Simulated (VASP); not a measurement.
**A VASP study of CaSb (PBEsol + D3): structure first, properties next**

Wanted: the relaxed cell of CaSb and its properties. The steps: relaxing cell and atoms (PBEsol + D3), second relaxation, density, ELF and potential (PBEsol + D3), bands along the symmetry lines (PBEsol + D3), total and projected DOS (PBEsol + D3), bands along the symmetry lines (HSE06), band structure (PBEsol + D3 + SOC) and band structure (PBEsol + D3), changed input. The cell is invented: it takes the structure of a Materials Project entry for MgSb (space group 166 there), with some of its atoms replaced by other elements, volume scaled by an estimate. It may not be a known or stable phase.

Calculated with VASP 6.6.1; PBEsol with D3; plane waves and PAW (Sb, Ca_sv), in the first sound run; inputs show where later runs differ.

**1. Set-up**

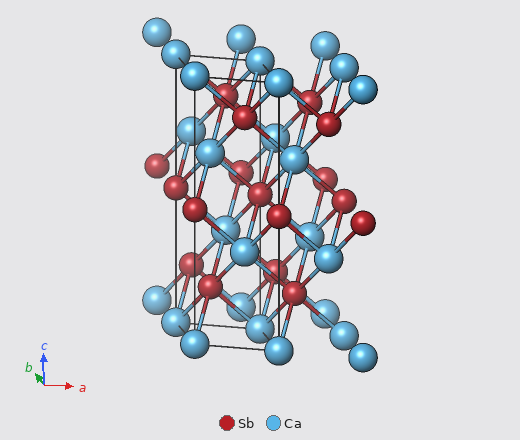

The starting structure, seen slightly off an axis (antimony red, calcium blue). 2×2×1 cells are drawn. This picture shows the conventional cell, with its axes. Bonds to atoms that aren't drawn are left out. Some periodic images of atoms are drawn too.

As a file:

```xyz
2
Lattice="2.0247 1.1689 4.2384 -2.0247 1.1689 4.2384 0.0000 -2.3379 4.2384" Properties=species:S:1:pos:R:3 pbc="T T T"
Sb    0.0058   -0.0087    6.3566
Ca    0.0022   -0.0108   -0.0183
```

**2. Relaxing cell and atoms (PBEsol + D3)**

Properties are meant for the cell that this level of theory prefers, so cell and atoms are relaxed first (ISIF = 3) until forces and stress are small; EDIFFG sets the threshold. PBEsol restores the gradient expansion of exchange and is tuned for the cells of solids. A dispersion term adds the long-range attraction that semilocal functionals lack. D3 makes the C6 coefficients depend on coordination; zero damping switches the term off at short range.

INCAR

```
SYSTEM = CaSb
PREC = Accurate
ENCUT = 400
EDIFF = 1E-06
NELM = 100
ISMEAR = -1
SIGMA = 0.05
LREAL = .FALSE.
ALGO = Normal
GGA = PS
IVDW = 11
LORBIT = 11
LWAVE = .FALSE.
LCHARG = .FALSE.
IBRION = 2
NSW = 60
ISIF = 3
EDIFFG = -0.01
```

POSCAR

```
CaSb
1.0
    2.0246630000      1.1689400000      4.2383800000
   -2.0246630000      1.1689400000      4.2383800000
    0.0000000000     -2.3378790000      4.2383800000
Sb Ca
1 1
Direct
    0.5001110000      0.4972530000      0.5024110000
   -0.0024330000     -0.0035270000      0.0016400000
```

KPOINTS

```
Automatic mesh
0
Gamma
7 7 7
0 0 0
```

The projector-augmented-wave data sets are Sb and Ca_sv (PBE family, release 64).

Command:

```sh
> mpirun -np 1 vasp_std
```

Log:

```text
[banner, memory and clock lines left out]
running    1 mpi-ranks, on    1 nodes
 distrk:  each k-point on    1 cores,    1 groups
 distr:  one band on    1 cores,    1 groups

 POSCAR found type information on POSCAR SbCa
 POSCAR found :  2 types and       2 ions
|                                                                             |
|               ----> ADVICE to this user running VASP <----                  |
|                                                                             |
|     You enforced a specific xc type in the INCAR file but a different       |
|     [... a line on the potential file left out ...]
|     I HOPE YOU KNOW WHAT YOU ARE DOING!                                     |
|                                                                             |

 LDA part: xc-table for (Slater+PW92), standard interpolation
 POSCAR, INCAR and KPOINTS ok, starting setup
 FFT: planning ... GRIDC
 FFT: planning ... GRID_SOFT
 FFT: planning ... GRID
 WAVECAR not read
 entering main loop
       N       E                     dE             d eps       ncg     rms          rms(c)
DAV:   1     0.770321765721E+02    0.77032E+02   -0.56965E+03  2200   0.952E+02
DAV:   2    -0.509577528539E+01   -0.82128E+02   -0.80210E+02  2392   0.246E+02
DAV:   3    -0.800493549979E+01   -0.29092E+01   -0.28522E+01  3074   0.454E+01
DAV:   4    -0.823124600608E+01   -0.22631E+00   -0.22577E+00  3829   0.105E+01
DAV:   5    -0.823414217963E+01   -0.28962E-02   -0.28955E-02  2906   0.116E+00    0.379E+00
DAV:   6    -0.820166919738E+01    0.32473E-01   -0.25247E-02  2947   0.185E+00    0.231E+00
DAV:   7    -0.818856447925E+01    0.13105E-01   -0.42723E-02  2566   0.245E+00    0.127E-01
DAV:   8    -0.818831447574E+01    0.25000E-03   -0.38675E-03  3349   0.585E-01    0.582E-02
DAV:   9    -0.818836827315E+01   -0.53797E-04   -0.26241E-04  3060   0.163E-01    0.241E-02
DAV:  10    -0.818838330580E+01   -0.15033E-04   -0.24813E-05  2876   0.502E-02    0.711E-03
DAV:  11    -0.818838240395E+01    0.90185E-06   -0.30981E-06  2725   0.169E-02
   1 F= -.86107733E+01 E0= -.86053986E+01  d E =-.861077E+01
 curvature:   0.00 expect dE= 0.000E+00 dE for cont linesearch  0.000E+00
 trial: gam= 0.00000 g(F)=  0.831E-03 g(S)=  0.128E-01 ort = 0.000E+00 (trialstep = 0.100E+01)
 search vector abs. value=  0.136E-01
 bond charge predicted
       N       E                     dE             d eps       ncg     rms          rms(c)
DAV:   1    -0.823856379695E+01   -0.50180E-01   -0.18066E+00  2290   0.153E+01    0.129E+00
DAV:   2    -0.820233446344E+01    0.36229E-01   -0.12236E-01  2678   0.412E+00    0.744E-01
DAV:   3    -0.818900631367E+01    0.13328E-01   -0.85232E-02  4075   0.283E+00    0.296E-01
DAV:   4    -0.818838737816E+01    0.61894E-03   -0.39584E-03  2693   0.841E-01    0.139E-01
DAV:   5    -0.818875087834E+01   -0.36350E-03   -0.98078E-04  2944   0.319E-01    0.405E-02
DAV:   6    -0.818879360322E+01   -0.42725E-04   -0.63802E-05  3838   0.602E-02    0.262E-02
DAV:   7    -0.818881436859E+01   -0.20765E-04   -0.26855E-05  4234   0.273E-02    0.579E-03
DAV:   8    -0.818881432164E+01    0.46943E-07   -0.80461E-07  1830   0.103E-02
   2 F= -.86200662E+01 E0= -.86148332E+01  d E =-.929290E-02
[...]
3 F= -.86212636E+01 E0= -.86160918E+01  d E =-.104903E-01
[...]
4 F= -.86239602E+01 E0= -.86187849E+01  d E =-.269661E-02
[...]
5 F= -.86240715E+01 E0= -.86188951E+01  d E =-.280794E-02
[...]
6 F= -.86240706E+01 E0= -.86188940E+01  d E =-.280705E-02
 curvature:  -0.87 expect dE=-0.282E-04 dE for cont linesearch -0.912E-06
 ZBRENT: bracketing found
 ZBRENT: accuracy reached
 trial: gam= 0.04068 g(F)=  0.210E-04 g(S)=  0.113E-04 ort =-0.738E-04 (trialstep = 0.115E+01)
 search vector abs. value=  0.350E-04
 bond charge predicted
       N       E                     dE             d eps       ncg     rms          rms(c)
DAV:   1    -0.819205270986E+01    0.22206E-03   -0.45795E-03  2218   0.771E-01    0.527E-02
DAV:   2    -0.819199831680E+01    0.54393E-04   -0.20674E-04  2511   0.184E-01    0.289E-02
DAV:   3    -0.819197796207E+01    0.20355E-04   -0.11430E-04  4013   0.102E-01    0.105E-02
DAV:   4    -0.819197797046E+01   -0.83935E-08   -0.48024E-06  2734   0.287E-02
   7 F= -.86240903E+01 E0= -.86189184E+01  d E =-.196662E-04
 trial-energy change:   -0.000020  1 .order   -0.000022   -0.000034   -0.000010
 step:   1.6689(harm=  1.6689)  dis= 0.00100  next Energy=    -8.624095 (dE=-0.245E-04)
 reached required accuracy - stopping structural energy minimisation
```

Wall time 2.3 min (1 MPI rank of Intel Xeon Platinum 8375C at 2.90GHz (Ice Lake), shared host); peak memory 0.23 GiB.

The logs omit lines about the potential files and the build; timing stands in the text.

From OUTCAR (step 2):

```text
ion  position               nearest neighbor table
   1  0.500  0.497  0.502-   2 3.14   2 3.14   2 3.15   2 3.16   2 3.17   2 3.17
   2  0.998  0.996  0.002-   1 3.14   1 3.14   1 3.15   1 3.16   1 3.17   1 3.17

  LATTYP: Found a trigonal (rhomboedric) cell.
 ALAT       =     4.8404076287
 COS(alpha) =     0.6500777043

 Subroutine GETGRP returns: Found  2 space group operations
 (whereof  1 operations were pure point group operations)

The static configuration has the point symmetry C_1 .
 The point group associated with its full space group is C_1h.

 Found    100 irreducible k-points:

   k-points           NKPTS =    100   k-points in BZ     NKDIM =    100   number of bands    NBANDS=     11

   dimension x,y,z NGX =    32 NGY =   32 NGZ =   32
   dimension x,y,z NGXF=    64 NGYF=   64 NGZF=   64

   ENCUT  =  400.0 eV  29.40 Ry    5.42 a.u.   7.89  7.89  7.89*2*pi/ulx,y,z

   NELECT =      15.0000    total number of electrons

 k-points in reciprocal lattice and weights: Automatic mesh
   0.00000000  0.00000000  0.00000000       0.003
   0.14285714 -0.00000000  0.00000000       0.006
  -0.00000000  0.14285714  0.00000000       0.012
   0.28571429 -0.00000000  0.00000000       0.006
  -0.00000000  0.28571429  0.00000000       0.012
   0.42857143  0.00000000  0.00000000       0.006
   0.00000000  0.42857143  0.00000000       0.012
   0.14285714  0.14285714  0.00000000       0.012
   0.00000000  0.14285714  0.14285714       0.006
[...]
-0.42857143  0.42857143  0.42857143       0.006
   0.42857143 -0.42857143  0.42857143       0.012

 Edisp (eV)   -0.43180

 average (electrostatic) potential at core
       1 -86.8168       2 -44.4657

 E-fermi :   4.8655

 k-point     1 :       0.0000    0.0000    0.0000
  band No.  band energies     occupation
    ...
      2     -16.8142      2.00000
      3     -16.7835      2.00000
      4     -16.7835      2.00000
      5      -4.9999      2.00000
      6       4.1242      2.00000
      7       5.5855      0.00000
      8       6.8339      0.00000
      9       6.8344      0.00000
     10       7.7951      0.00000
     11       7.7957      0.00000

 k-point     2 :       0.1429   -0.0000    0.0000
  band No.  band energies     occupation
    ...
      2     -16.8121      2.00000
      3     -16.8063      2.00000
      4     -16.7880      2.00000
      5      -4.7686      2.00000
      6       3.8440      2.00000
      7       5.1156      0.01336
      8       6.0140      0.00000
      9       6.0525      0.00000
     10       7.6422      0.00000
     11       8.0423      0.00000

 k-point     3 :      -0.0000    0.1429    0.0000
  band No.  band energies     occupation
    ...
      2     -16.8121      2.00000
      3     -16.8062      2.00000
      4     -16.7880      2.00000
      5      -4.7686      2.00000
      6       3.8441      2.00000
      7       5.1152      0.01348
      8       6.0140      0.00000
      9       6.0530      0.00000
     10       7.6421      0.00000
     11       8.0427      0.00000

 Edisp (eV)   -0.43211

  Total      -0.00117    -0.00079    -0.00166    -0.00034    -0.00012    -0.00020
  in kB      -0.03234    -0.02164    -0.04572    -0.00926    -0.00319    -0.00552
  external pressure =       -0.03 kB  Pullay stress =        0.00 kB

  energy-cutoff  :      400.00
  volume of cell :       58.17
      direct lattice vectors                 reciprocal lattice vectors
     1.976916904  1.141373780  4.296150959     0.252910856  0.146018158  0.077593865
    -1.977134946  1.141493906  4.296216652    -0.252899406  0.146002792  0.077585112
    -0.000004989 -2.282995463  4.296216648    -0.000007583 -0.292018717  0.077585146

 POSITION                                       TOTAL-FORCE (eV/Angst)
 -----------------------------------------------------------------------------------
      0.00406     -0.00943      6.43397        -0.001590     -0.000918      0.006527
      0.00342      2.27317      8.58316         0.001590      0.000918     -0.006527
 -----------------------------------------------------------------------------------
    total drift:                               -0.007734      0.013449      0.000006

  FREE ENERGIE OF THE ION-ELECTRON SYSTEM (eV)
  ---------------------------------------------------
  free  energy   TOTEN  =        -8.6240903027 eV

  energy  without entropy=       -8.6137464785  energy(sigma->0) =       -8.61891839

 reached required accuracy - stopping structural energy minimisation

 total charge
# of ion       s       p       d       tot
------------------------------------------
    1        1.158   1.317   0.011   2.486
    2        2.046   5.849   0.278   8.173
--------------------------------------------------
tot          3.204   7.166   0.289  10.659

[... 3 further parts left out ...]
```

CONTCAR:

```
CaSb
   1.00000000000000
     1.9769169039840588    1.1413737795593046    4.2961509588509523
    -1.9771349463327468    1.1414939060205722    4.2962166517770983
    -0.0000049886126030   -2.2829954626561149    4.2962166481497919
  Sb              Ca
     1     1
Direct
     0.4988865587707157    0.4967764425767130    0.5019344425786066
     0.9987914412292778    0.9969495574232893    0.0021165574213974
```

This run has no spin polarisation. Its electron count is odd, so without a moment it is a metal by construction. The k-mesh is coarse for a metal. The PAW data sets were made with PBE, which is usual practice but a small mismatch for other functionals. The run keeps the 2 symmetry operations of its start, so it cannot find a distortion of lower symmetry.

The steps of the relaxation:

```
step  energy less that of the first step (eV)  largest force (eV/Å)  pressure (GPa)  volume (Å³)
   1                                   0.0000                0.0928           -0.92        60.19
   2                                  -0.0093                0.0493           -0.07        58.70
   3                                  -0.0105                0.0267            0.37        58.01
   4                                  -0.0132                0.0073            0.05        58.18
   5                                  -0.0133                0.0139           -0.02        58.22
   6                                  -0.0133                0.0148           -0.03        58.22
   7                                  -0.0133                0.0068            0.00        58.17
```

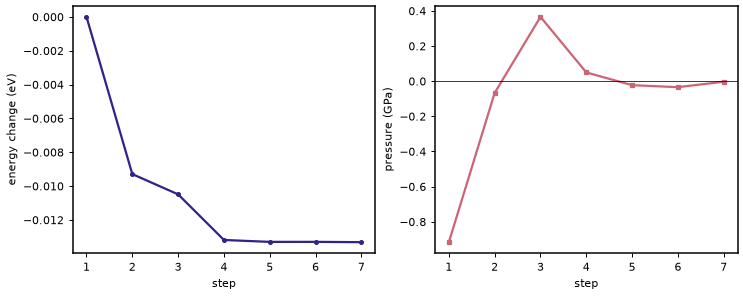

Energy and pressure along the relaxation.

```
     cell as run  before  after  change
           a (Å)   4.840  4.865  +0.5 %
           b (Å)   4.840  4.865  +0.5 %
           c (Å)   4.840  4.865  +0.5 %
           α (°)   49.45  47.96  -3.0 %
           β (°)   49.45  47.95  -3.0 %
           γ (°)   49.45  47.95  -3.0 %
volume (Å³/atom)   30.09  29.09  -3.3 %
```

Final coordinates:

```xyz
2
Lattice="1.9769 1.1414 4.2962 -1.9771 1.1415 4.2962 0.0000 -2.2830 4.2962" Properties=species:S:1:pos:R:3 pbc="T T T"
Sb    0.0041   -0.0094    6.4340
Ca    0.0036   -0.0097   -0.0092
```

Numbers from this step:

* electrons: 15
* bands: 11
* irreducible k-points: 100
* symmetry operations: 2
* free energy (TOTEN): -8.624 eV
* energy at zero smearing: -8.619 eV
* Fermi energy: 4.865 eV
* pressure: -0.003323 GPa
* metallic: yes
* SCF cycles over all ionic steps: 46

It ends with a largest force of 0.007 eV/Å and a pressure of 0.00 GPa.

**3. Second relaxation**

A relaxation keeps the plane waves of the cell it began with, so it is repeated from the new cell, on a basis made for it.

INCAR is that of step 2.

POSCAR

```
CaSb
1.0
    1.9770779000      1.1414664600      4.2961947500
   -1.9770779000      1.1414664600      4.2961947500
    0.0000000000     -2.2829329200      4.2961947500
Sb Ca
1 1
Direct
    0.0000000000      0.0000000000      0.0000000000
    0.5000000000      0.5000000000      0.5000000000
```

KPOINTS is that of step 2.

The cell reached was symmetrised within 0.01 Å before this step, which raises the operations from 2 to 12, which the run then keeps.

Command:

```sh
> mpirun -np 1 vasp_std
```

Log:

```text
[banner, memory and clock lines left out]
running    1 mpi-ranks, on    1 nodes
 distrk:  each k-point on    1 cores,    1 groups
 distr:  one band on    1 cores,    1 groups

 POSCAR found type information on POSCAR SbCa
 POSCAR found :  2 types and       2 ions
 [... a notice as in an earlier step ...]

 LDA part: xc-table for (Slater+PW92), standard interpolation
 POSCAR, INCAR and KPOINTS ok, starting setup
 FFT: planning ... GRIDC
 FFT: planning ... GRID_SOFT
 FFT: planning ... GRID
 WAVECAR not read
 entering main loop
       N       E                     dE             d eps       ncg     rms          rms(c)
DAV:   1     0.796223881043E+02    0.79622E+02   -0.60525E+03   968   0.921E+02
DAV:   2    -0.357718787454E+01   -0.83200E+02   -0.81355E+02  1049   0.264E+02
DAV:   3    -0.815589281317E+01   -0.45787E+01   -0.45127E+01  1856   0.504E+01
DAV:   4    -0.824012158230E+01   -0.84229E-01   -0.83684E-01  1245   0.682E+00
DAV:   5    -0.824364112526E+01   -0.35195E-02   -0.35185E-02  1528   0.114E+00    0.382E+00
DAV:   6    -0.820698809415E+01    0.36653E-01   -0.25988E-02  1350   0.189E+00    0.233E+00
DAV:   7    -0.819188502639E+01    0.15103E-01   -0.42351E-02  1159   0.247E+00    0.129E-01
DAV:   8    -0.819155056621E+01    0.33446E-03   -0.37614E-03  1376   0.594E-01    0.550E-02
DAV:   9    -0.819162102730E+01   -0.70461E-04   -0.32181E-04  1396   0.156E-01    0.196E-02
DAV:  10    -0.819163185781E+01   -0.10831E-04   -0.22824E-05  1319   0.489E-02    0.598E-03
DAV:  11    -0.819163101433E+01    0.84348E-06   -0.30404E-06  1194   0.176E-02
   1 F= -.86237365E+01 E0= -.86185645E+01  d E =-.862374E+01
 curvature:   0.00 expect dE= 0.000E+00 dE for cont linesearch  0.000E+00
 trial: gam= 0.00000 g(F)=  0.154E-58 g(S)=  0.526E-06 ort = 0.000E+00 (trialstep = 0.100E+01)
 search vector abs. value=  0.526E-06
 reached required accuracy - stopping structural energy minimisation
```

The job ended after 16 s (1 MPI rank; peak memory 0.19 GiB).

Parts of OUTCAR (step 3):

```text
  LATTYP: Found a trigonal (rhomboedric) cell.
 ALAT       =     4.8650870529
 COS(alpha) =     0.6697093128

 Subroutine GETGRP returns: Found 12 space group operations
 (whereof 12 operations were pure point group operations)

The static configuration has the point symmetry D_3d.

 Found     44 irreducible k-points:

   k-points           NKPTS =     44   k-points in BZ     NKDIM =     44   number of bands    NBANDS=     11

   ENCUT  =  400.0 eV  29.40 Ry    5.42 a.u.   7.93  7.93  7.93*2*pi/ulx,y,z

   NELECT =      15.0000    total number of electrons

 E-fermi :   4.8652

 k-point     1 :       0.0000    0.0000    0.0000
  band No.  band energies     occupation
    ...
      2     -16.8140      2.00000
      3     -16.7828      2.00000
      4     -16.7828      2.00000
      5      -5.0005      2.00000
      6       4.1237      2.00000
      7       5.5854      0.00000
      8       6.8336      0.00000
      9       6.8336      0.00000
     10       7.7958      0.00000
     11       7.7958      0.00000

 k-point     2 :       0.1429    0.0000    0.0000
  band No.  band energies     occupation
    ...
      2     -16.8119      2.00000
      3     -16.8056      2.00000
      4     -16.7873      2.00000
      5      -4.7692      2.00000
      6       3.8435      2.00000
      7       5.1148      0.01347
      8       6.0138      0.00000
      9       6.0524      0.00000
     10       7.6423      0.00000
     11       8.0429      0.00000

 Edisp (eV)   -0.43211

  Total       0.00041     0.00041    -0.00463     0.00000     0.00000    -0.00000
  in kB       0.01118     0.01118    -0.12761     0.00000     0.00000    -0.00000
  external pressure =       -0.04 kB  Pullay stress =        0.00 kB

  energy-cutoff  :      400.00
  volume of cell :       58.17
      direct lattice vectors                 reciprocal lattice vectors
     1.977077900  1.141466460  4.296194750     0.252898482  0.146011006  0.077588041
    -1.977077900  1.141466460  4.296194750    -0.252898482  0.146011006  0.077588041
     0.000000000 -2.282932920  4.296194750     0.000000000 -0.292022013  0.077588041

 POSITION                                       TOTAL-FORCE (eV/Angst)
 -----------------------------------------------------------------------------------
      0.00000      0.00000      0.00000         0.000000     -0.000000      0.000000
      0.00000      0.00000      6.44429         0.000000      0.000000     -0.000000
 -----------------------------------------------------------------------------------
    total drift:                               -0.000000      0.000000      0.000000

  FREE ENERGIE OF THE ION-ELECTRON SYSTEM (eV)
  ---------------------------------------------------
  free  energy   TOTEN  =        -8.6237365231 eV

  energy  without entropy=       -8.6133925611  energy(sigma->0) =       -8.61856454

[... 3 parts as in an earlier step ...]

[... 7 further parts left out ...]
```

The run keeps the 12 symmetry operations of its start, so it cannot find a distortion of lower symmetry.

Little changed from the start: no atom moved by 0.005 Å and no cell edge by 0.1 %.

This step gave:

| Property | Result |
| --- | --- |
| irreducible k-points | 44 |
| symmetry operations | 12 |
| pressure | -0.003508 GPa |
| SCF cycles over all ionic steps | 11 |

It ends with forces that vanish by symmetry and a pressure of 0.00 GPa. The volume moved by under 0.01 %: the run met its threshold at the first step.

(Part 1 of 3 ends here.)

[Lines on the potential files, build, host, timing and source positions are cut from VASP's logs without a mark.]

[Logs are printed without paths, hosts, clocks, repeated set-up lines and the standing remarks that a program may print on its own settings, such as how far it seeks lower states.]

[Hosts, paths, dates, database ids (printed as entryN), source tags and the programs' standing remarks are cut or masked in the printed files.]

[A measured line is paired with the nearest computed mode of its activity, which favours agreement.]

[In band tables of VASP the shares of atoms and orbitals are scaled to a sum of 1 inside the atoms' spheres.]
